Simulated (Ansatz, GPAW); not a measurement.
# Work function of a 9-layer slab of Mo(100) at several levels, part 2 of 4

Wanted: work functions and dipole of a 9-layer slab of Mo(100), with the cost of each level.

GPAW 26.7.0 and Ansatz 0.2.0; Ansatz plane waves; slab in vacuum with a dipole correction, relaxation (the session's first sound run).

So far: The starting structure; Relaxing the atoms.

## (2) Relaxing the atoms (continued)

The electrostatic potential energy of an electron (with the applied field's), less the Fermi level, planar mean oscillates, so the rows of the table below give means over windows of 1.64 Å about each position, cut where the curve ends. Its maxima inside the range that stand out by 2 % of the span (Å: eV): 8.8: -8.46, 10.4: -9.14, 11.9: -8.96, 13.6: -8.97, 15.0: -8.77, 16.7: -8.98, 18.3: -8.07, 19.8: -12.1. Its minima: 8.0: -15.8, 9.5: -16.2, 11.2: -16.4, 12.7: -16.2, 14.3: -16.4, 15.9: -16.2, 17.4: -16.3, 19.1: -16.4, 20.4: -16.1.

The electrostatic potential energy of an electron (with the applied field's), less the Fermi level, planar mean by z; means over each step:

```
z (Å)  electrostatic potential energy of an electron (with the applied field's), less the Fermi level, planar mean (eV)
 0.82                                                                                                              3.93
 2.46                                                                                                              3.94
 4.10                                                                                                              3.93
 5.74                                                                                                              3.50
 7.38                                                                                                             -6.88
 9.02                                                                                                             -12.6
10.66                                                                                                             -12.9
12.30                                                                                                             -12.8
13.94                                                                                                             -12.8
15.58                                                                                                             -12.6
17.22                                                                                                             -12.6
18.86                                                                                                             -12.7
20.50                                                                                                             -12.1
22.14                                                                                                              2.28
23.78                                                                                                              3.83
25.42                                                                                                              3.88
27.06                                                                                                              3.88
```

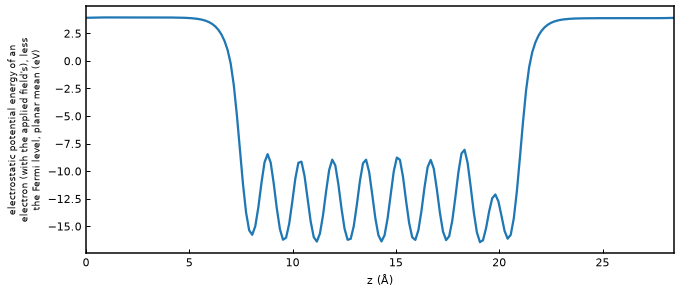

Electrostatic potential energy of an electron (with the applied field's), less the Fermi level, planar mean against z.

The valence density, planar mean oscillates, so the rows of the table below give means over windows of 1.56 Å about each position, cut where the curve ends. Its maxima inside the range that stand out by 2 % of the span (Å: e/Å³): 8.0: 1.16, 9.5: 1.18, 11.2: 1.18, 12.7: 1.18, 14.3: 1.18, 15.9: 1.18, 17.4: 1.18, 19.1: 1.19, 20.4: 1.18. Its minima: 8.8: 0.556, 10.4: 0.560, 11.9: 0.548, 13.6: 0.550, 15.0: 0.542, 16.7: 0.554, 18.3: 0.502, 19.8: 0.753.

Table of valence density, planar mean by z; means over each step:

```
z (Å)  valence density, planar mean (e/Å³)
 2.34                               7.0e-6
 3.90                               2.1e-4
 5.46                              0.00586
 7.02                                0.308
 8.58                                0.887
10.14                                0.892
11.70                                0.894
13.26                                0.892
14.82                                0.885
16.38                                0.897
17.94                                0.864
19.50                                 1.00
21.06                                0.599
22.62                               0.0139
24.18                               4.6e-4
25.74                               1.6e-5
```

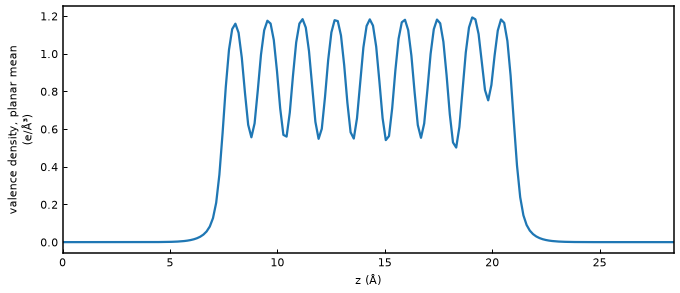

Valence density, planar mean against z.

The relaxation lowered the energy of the cell by 0.134 eV.

## (3) The slab's potential

With the geometry fixed, the planar mean of the potential gives the vacuum level on each side.

This step: GPAW, PAW setups; slab in vacuum (GPAW 26.7.0).

run.py

```python
import json
import numpy as np
from ase import Atoms
from gpaw import GPAW, PW

slab = Atoms(
    ['Mo', 'Mo', 'Mo', 'Mo', 'Mo', 'Mo', 'Mo', 'Mo', 'Mo'],
    positions=[
        [0.00000, 0.00000, 8.00000],
        [1.57500, 1.57500, 9.57500],
        [0.00000, 0.00000, 11.15000],
        [1.57500, 1.57500, 12.72500],
        [0.00000, 0.00000, 14.30269],
        [1.57500, 1.57500, 15.89322],
        [0.00000, 0.00000, 17.46203],
        [1.57500, 1.57500, 19.09374],
        [-0.00000, 0.00000, 20.48468]],
    cell=[[3.15, 0.0, 0.0], [0.0, 3.15, 0.0], [0.0, 0.0, 28.6]],
    pbc=[True, True, False])

slab.calc = GPAW(mode=PW(400), xc='PBE', kpts={'size': (10, 10, 1), 'gamma': True},
                 occupations={'name': 'fermi-dirac', 'width': 0.1}, nbands='160%',
                 convergence={'density': 1e-05}, maxiter=200,
                 poissonsolver={'dipolelayer': 'xy'},
                 symmetry={'tolerance': 1e-3}, txt='slab.txt')
result = {}
energy = slab.get_potential_energy()
fermi = slab.calc.get_fermi_level()
v = slab.calc.get_electrostatic_potential().mean((0, 1)) - fermi
n = slab.calc.get_pseudo_density().mean((0, 1))
L = slab.cell[2, 2]
z = np.arange(len(v)) * L / len(v)
low, high = slab.positions[:, 2].min(), slab.positions[:, 2].max()
below, above = np.interp([low - 5.8, high + 5.8], z, v)
slopes = [np.interp(x, z, np.gradient(v, z)) for x in (low - 5.8, high + 5.8)]
eps = np.array([[slab.calc.get_eigenvalues(k, s) for k in range(len(slab.calc.get_ibz_k_points()))]
                for s in range(slab.calc.get_number_of_spins())]) - fermi
top, bottom = eps[eps < 0].max(), eps[eps > 0].min()
dipole = slab.get_dipole_moment()[2]
print(f'energy {energy:.4f} eV, Fermi level {fermi:.4f} eV, dipole {dipole:.5f} e A')
print(f'potential 5.8 A off the faces, from the Fermi level: lower {below:.4f} eV, upper {above:.4f} eV')
print(f'slope of the potential there: lower {slopes[0]:.5f}, upper {slopes[1]:.5f} eV/A')
print(f'nearest levels on the mesh: {top:.4f} and {bottom:.4f} eV')
print('magnetic moment', round(slab.get_magnetic_moment(), 3))
result.update(energy=energy, fermi=fermi, dipole=dipole, below=below, above=above, slopes=slopes, edges=[top, bottom],
              z=z.tolist(), v=v.tolist(), n=n.tolist(), positions=slab.positions.tolist(),
              forces=slab.get_forces(apply_constraint=False).tolist(), moments=slab.get_magnetic_moments().tolist())
json.dump(result, open('result.json', 'w'))
```

Run with:

```
> OMP_NUM_THREADS=1 OPENBLAS_NUM_THREADS=1 python run.py
```

Numbers of over 12 decimals in the logs are rounded to 6 here.

Log:

```text
energy -96.9715 eV, Fermi level 4.7645 eV, dipole 0.00356 e A
potential 5.8 A off the faces, from the Fermi level: lower 3.9365 eV, upper 3.8721 eV
slope of the potential there: lower -0.00039, upper 0.00038 eV/A
nearest levels on the mesh: -0.0156 and 0.0050 eV
magnetic moment 0.0
```

The job ended after 6.9 min (1 thread of INTEL XEON PLATINUM 8581C at 2.10GHz (Emerald Rapids), shared host; peak memory 0.41 GiB).

This step gave:

- dipole along the normal: 0.003561 e·Å
- levels nearest the Fermi level on the mesh: -0.01556, 0.005050 eV from the Fermi level
- upper work function: 3.872 eV
- lower work function: 3.936 eV

The electrostatic potential energy of an electron (without an applied field's), less the Fermi level, planar mean oscillates, so the rows of the table below give means over windows of 1.59 Å about each position, cut where the curve ends. Its maxima inside the range that stand out by 2 % of the span (Å: eV): 8.8: -7.36, 10.4: -7.90, 12.0: -7.87, 13.6: -7.88, 15.1: -7.68, 16.6: -7.94, 18.3: -7.11, 19.8: -10.6. Its minima: 8.1: -19.0, 9.5: -19.5, 11.1: -19.7, 12.7: -19.7, 14.3: -19.8, 15.9: -19.7, 17.5: -19.6, 19.1: -19.8, 20.4: -19.4.

Electrostatic potential energy of an electron (without an applied field's), less the Fermi level, planar mean against z; means over each step:

```
z (Å)  electrostatic potential energy of an electron (without an applied field's), less the Fermi level, planar mean (eV)
 0.80                                                                                                                3.93
 2.39                                                                                                                3.94
 3.98                                                                                                                3.93
 5.57                                                                                                                3.64
 7.16                                                                                                               -4.55
 8.75                                                                                                               -13.2
10.34                                                                                                               -13.6
11.93                                                                                                               -13.6
13.52                                                                                                               -13.5
15.11                                                                                                               -13.3
16.70                                                                                                               -13.6
18.29                                                                                                               -12.8
19.88                                                                                                               -15.5
21.47                                                                                                               -2.75
23.06                                                                                                                3.67
24.65                                                                                                                3.87
26.24                                                                                                                3.87
27.83                                                                                                                3.87
```

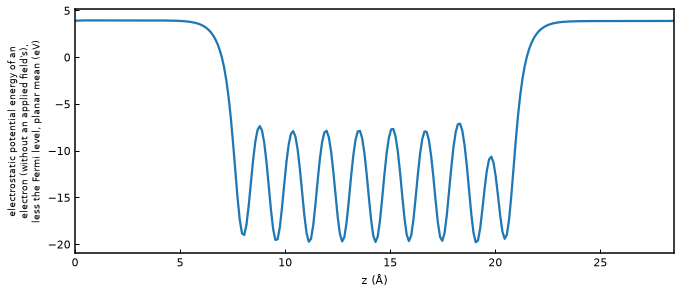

Electrostatic potential energy of an electron (without an applied field's), less the Fermi level, planar mean against z.

The pseudo valence density, planar mean oscillates, so the rows of the table below give means over windows of 1.48 Å about each position, cut where the curve ends. Its maxima inside the range that stand out by 2 % of the span (Å: e/Å³): 8.1: 1.43, 9.5: 1.45, 11.2: 1.42, 12.7: 1.46, 14.4: 1.39, 15.9: 1.46, 17.4: 1.41, 19.1: 1.47, 20.5: 1.43. Its minima: 8.7: 0.507, 10.4: 0.483, 11.9: 0.493, 13.6: 0.485, 15.0: 0.478, 16.7: 0.493, 18.2: 0.451, 19.7: 0.644.

Table of pseudo valence density, planar mean by z; means over each step:

```
z (Å)  pseudo valence density, planar mean (e/Å³)
 3.70                                      1.3e-4
 5.18                                     0.00312
 6.66                                      0.0974
 8.14                                       0.885
 9.62                                       0.920
11.10                                       0.920
12.58                                       0.918
14.06                                       0.910
15.54                                       0.898
17.02                                       0.895
18.50                                       0.844
19.98                                        1.01
21.46                                       0.278
22.94                                     0.00664
24.42                                      2.7e-4
25.90                                      1.1e-5
```

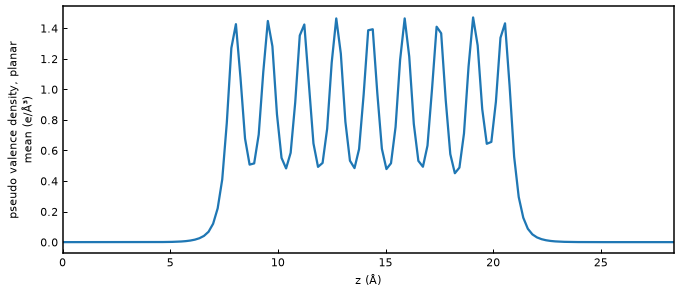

Pseudo valence density, planar mean against z.

Force by atom:

```
atom  x (eV/Å)  y (eV/Å)  z (eV/Å)  size
 Mo1      0.00      0.00      1.31  1.31
 Mo2      0.00      0.00     -1.27  1.27
 Mo3      0.00      0.00     -0.23  0.23
 Mo4      0.00      0.00      0.20  0.20
 Mo5      0.00      0.00      0.00  0.00
 Mo6      0.00      0.00      0.00  0.00
 Mo7      0.00      0.00      0.01  0.01
 Mo8      0.00      0.00     -0.03  0.03
 Mo9      0.00      0.00      0.02  0.02
```

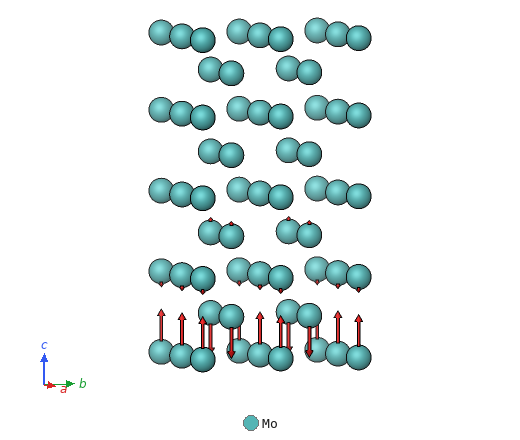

Force as arrows, the longest 1.31 eV/Å. 2×2×1 cells are drawn. Some periodic images of atoms are drawn too.

The potential is flat to 3.9e-4 eV/Å where it is read, so the vacuum is wide enough. The geometry is the other program's minimum; here the largest force on a free atom is 0.032 eV/Å.

## (4) Self-consistent run: xc = "revPBE"

The same geometry under revPBE, to see how far the functional moves the levels against the vacuum.

Changes to run.py since step 3:

```diff
@@ -20,3 +20,3 @@
 
-slab.calc = GPAW(mode=PW(400), xc='PBE', kpts={'size': (10, 10, 1), 'gamma': True},
+slab.calc = GPAW(mode=PW(400), xc='revPBE', kpts={'size': (10, 10, 1), 'gamma': True},
                  occupations={'name': 'fermi-dirac', 'width': 0.1}, nbands='160%',
```

Log:

```text
energy -93.1044 eV, Fermi level 4.8633 eV, dipole 0.00383 e A
potential 5.8 A off the faces, from the Fermi level: lower 3.7846 eV, upper 3.7153 eV
slope of the potential there: lower -0.00044, upper 0.00043 eV/A
nearest levels on the mesh: -0.0027 and 0.0047 eV
magnetic moment 0.0
```

Run time: 6.7 min. Hardware: 1 thread; peak memory 0.41 GiB.

Numbers from this step:

```
dipole along the normal                    : 0.003830 e·Å
levels nearest the Fermi level on the mesh : -0.002689, 0.004697 eV from the Fermi level
upper work function                        : 3.715 eV
lower work function                        : 3.785 eV
```

The electrostatic potential energy of an electron (without an applied field's), less the Fermi level, planar mean oscillates, so the rows of the table below give means over windows of 1.59 Å about each position, cut where the curve ends. Its maxima inside the range that stand out by 2 % of the span (Å: eV): 8.8: -7.42, 10.4: -7.96, 12.0: -7.92, 13.6: -7.93, 15.1: -7.74, 16.6: -7.99, 18.3: -7.16, 19.8: -10.7. Its minima: 8.1: -19.1, 9.5: -19.6, 11.1: -19.8, 12.7: -19.7, 14.3: -19.8, 15.9: -19.7, 17.5: -19.7, 19.1: -19.8, 20.4: -19.5.

The electrostatic potential energy of an electron (without an applied field's), less the Fermi level, planar mean by z; means over each step:

```
z (Å)  electrostatic potential energy of an electron (without an applied field's), less the Fermi level, planar mean (eV)
 0.80                                                                                                                3.78
 2.39                                                                                                                3.78
 3.98                                                                                                                3.77
 5.57                                                                                                                3.50
 7.16                                                                                                               -4.63
 8.75                                                                                                               -13.2
10.34                                                                                                               -13.6
11.93                                                                                                               -13.6
13.52                                                                                                               -13.6
15.11                                                                                                               -13.4
16.70                                                                                                               -13.6
18.29                                                                                                               -12.9
19.88                                                                                                               -15.6
21.47                                                                                                               -2.83
23.06                                                                                                                3.51
24.65                                                                                                                3.71
26.24                                                                                                                3.72
27.83                                                                                                                3.72
```

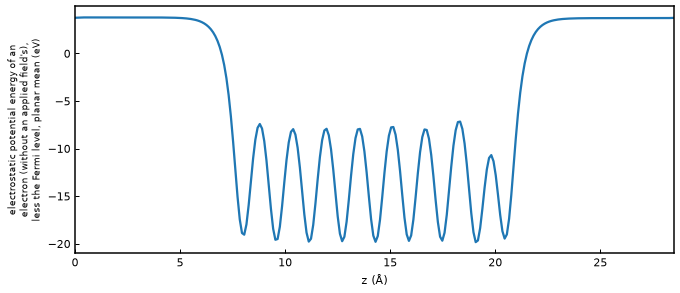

Electrostatic potential energy of an electron (without an applied field's), less the Fermi level, planar mean against z.

The pseudo valence density, planar mean oscillates, so the rows of the table below give means over windows of 1.48 Å about each position, cut where the curve ends. Its maxima inside the range that stand out by 2 % of the span (Å: e/Å³): 8.1: 1.43, 9.5: 1.45, 11.2: 1.42, 12.7: 1.46, 14.4: 1.39, 15.9: 1.46, 17.4: 1.41, 19.1: 1.47, 20.5: 1.43. Its minima: 8.7: 0.507, 10.4: 0.482, 11.9: 0.492, 13.6: 0.484, 15.0: 0.478, 16.7: 0.493, 18.2: 0.450, 19.7: 0.643.

Table of pseudo valence density, planar mean by z; means over each step:

```
z (Å)  pseudo valence density, planar mean (e/Å³)
 3.70                                      1.3e-4
 5.18                                     0.00303
 6.66                                      0.0973
 8.14                                       0.885
 9.62                                       0.920
11.10                                       0.920
12.58                                       0.918
14.06                                       0.910
15.54                                       0.898
17.02                                       0.895
18.50                                       0.844
19.98                                        1.01
21.46                                       0.278
22.94                                     0.00648
24.42                                      2.7e-4
25.90                                      1.2e-5
```

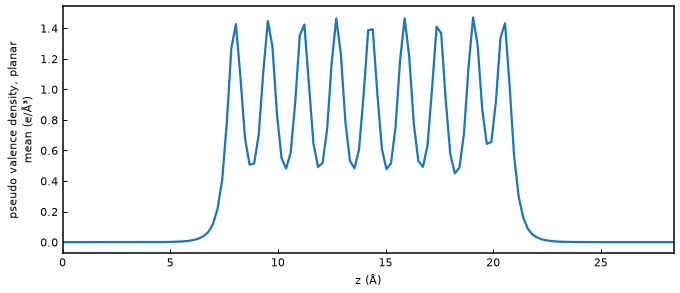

Pseudo valence density, planar mean against z.

Force by atom:

```
atom  x (eV/Å)  y (eV/Å)  z (eV/Å)  size
 Mo1      0.00      0.00      1.15  1.15
 Mo2      0.00      0.00     -1.28  1.28
 Mo3      0.00      0.00     -0.23  0.23
 Mo4      0.00      0.00      0.20  0.20
 Mo5      0.00      0.00      0.00  0.00
 Mo6      0.00      0.00      0.00  0.00
 Mo7      0.00      0.00      0.01  0.01
 Mo8      0.00      0.00     -0.05  0.05
 Mo9      0.00      0.00      0.19  0.19
```

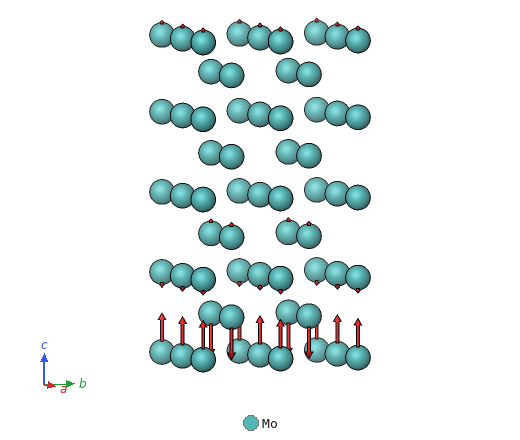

Force as arrows, the longest 1.28 eV/Å. 2×2×1 cells are drawn. Some periodic images of atoms are drawn too.

The upper face's work function is 3.715 eV, against 3.872 eV in the first plane-wave PBE run at this geometry.

## (5) Self-consistent run: xc = "vdW-DF2"

The same geometry under vdW-DF2, to see how far the functional moves the levels against the vacuum (the van der Waals functionals take revPBE setups).

Changes to run.py since step 4:

```diff
@@ -20,3 +20,3 @@
 
-slab.calc = GPAW(mode=PW(400), xc='revPBE', kpts={'size': (10, 10, 1), 'gamma': True},
+slab.calc = GPAW(mode=PW(400), xc='vdW-DF2', kpts={'size': (10, 10, 1), 'gamma': True},
                  occupations={'name': 'fermi-dirac', 'width': 0.1}, nbands='160%',
```

Log:

```text
energy -831.9158 eV, Fermi level 4.6658 eV, dipole 0.00237 e A
potential 5.8 A off the faces, from the Fermi level: lower 4.3724 eV, upper 4.3299 eV
slope of the potential there: lower -0.00056, upper 0.00057 eV/A
nearest levels on the mesh: -0.0157 and 0.0019 eV
magnetic moment 0.0
```

Wall time 10 min (1 thread); peak memory 0.56 GiB.

This step gave:

```
dipole along the normal                    : 0.002366 e·Å
levels nearest the Fermi level on the mesh : -0.01568, 0.001875 eV from the Fermi level
upper work function                        : 4.330 eV
lower work function                        : 4.372 eV
```

The upper face's work function is 4.330 eV, against 3.872 eV in the first plane-wave PBE run at this geometry.

[end of part 2 of 4]

[Logs are printed without paths, hosts, clocks, repeated set-up lines and the standing remarks that a program may print on its own settings, such as how far it seeks lower states.]

[Hosts, paths, dates, database ids (printed as entryN), source tags and the programs' standing remarks are cut or masked in the printed files.]
